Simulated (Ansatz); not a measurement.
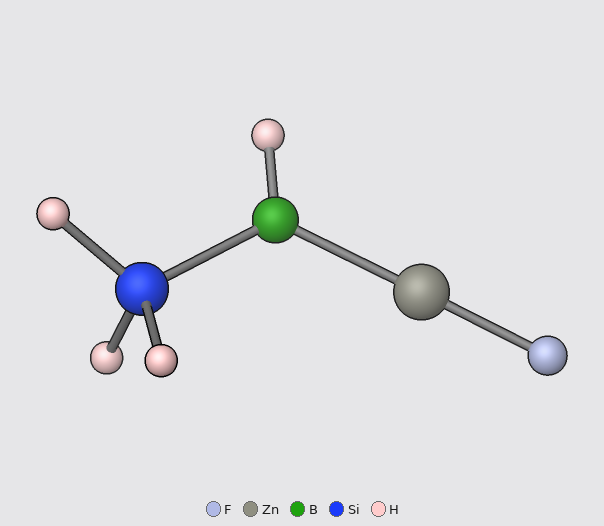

Ball-and-stick drawing of a structure. Every bond is drawn as one stick, whatever its order.

Identify the structure.

The molecule is BFH4SiZn. As SMILES it reads `[F][Zn][BH][SiH3]`. Among its groups: Si–H bond, B–H bond. The point group is C1. Coordination: 1 Zn linear; 1 B trigonal planar; 1 Si tetrahedral.

More results for the same structure follow; atom numbers are the same in all pictures, views and colours differ. Computed geometry: PBE0-D4/def2-TZVP optimisation.

## Vibrations

Harmonic vibrations computed with RKS PBE0-D4/def2-TZVP (Ansatz 0.2.0) at a stationary point of the same level.

> List the wavenumbers.

18 modes: 61, 88, 138, 174, 329, 413, 590, 649, 682, 714, 859, 901, 914, 955, 2172, 2216, 2220, 2617 cm⁻¹.

## Electronic properties

Properties computed with RKS r2SCAN0-D4/def2-TZVPP (Ansatz 0.2.0).

> Give the dispersion correction at this level.

−3.9 kJ/mol.

> What is the LUMO energy (Kohn–Sham orbital)?

−3.13 eV.

> Give the HOMO energy (Kohn–Sham orbital) at this level.

−8.18 eV.

## Charges

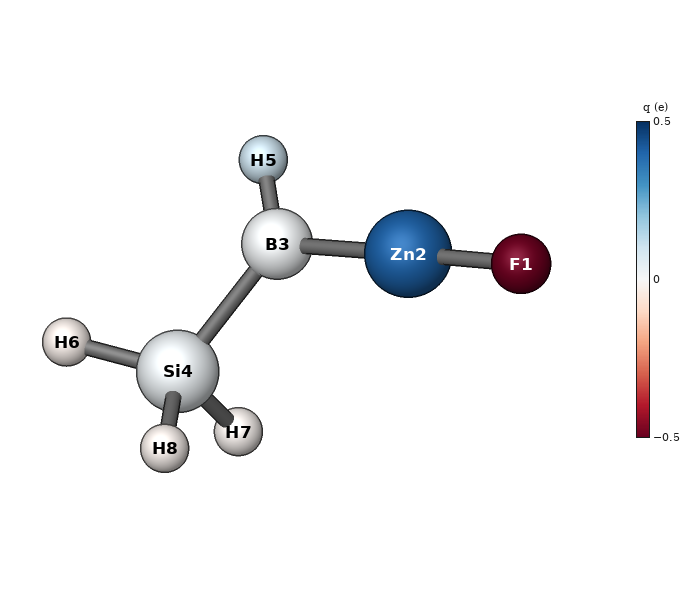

Atoms are coloured by their Mulliken charges. Properties computed with RKS ωB97M-V/def2-TZVPP (Ansatz 0.2.0).

Give the Mulliken charges atom by atom.

| atom | value (e) |
| --- | --- |
| F1 | −0.49 |
| Zn2 | 0.41 |
| B3 | 0.01 |
| Si4 | 0.03 |
| H5 | 0.11 |
| H6 | −0.02 |
| H7 | −0.02 |
| H8 | −0.02 |

Mulliken values depend strongly on the basis set and can even reverse the polarity of a bond.
